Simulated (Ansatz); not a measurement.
The starting structures come from a database of crystals and need not be the phases stable at ambient conditions.

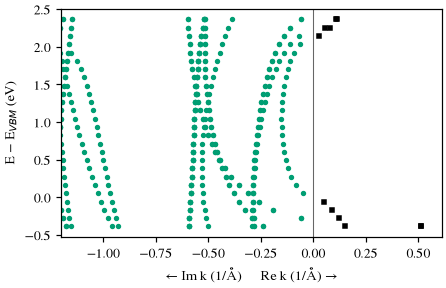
Figure. Complex bands at the centre of the two-dimensional zone; Ansatz (a first-principles code) with r2SCAN

The gap is the functional's own. No spin-orbit coupling. Mid-gap values are interpolated on the energy grid.

Problem. This is AuBr (I4_1/amd, not sure to be the ambient phase, 8 atoms a cell, 28.0 Å³ an atom) along the normal of (001). Read off the slowest decay at the centre of the two-dimensional zone at 1.04 eV, the computed energy nearest the middle of the gap.

Solution. κ ≈ 0.15 1/Å, a decay length 1/(2κ) of the density of 3.3 Å.
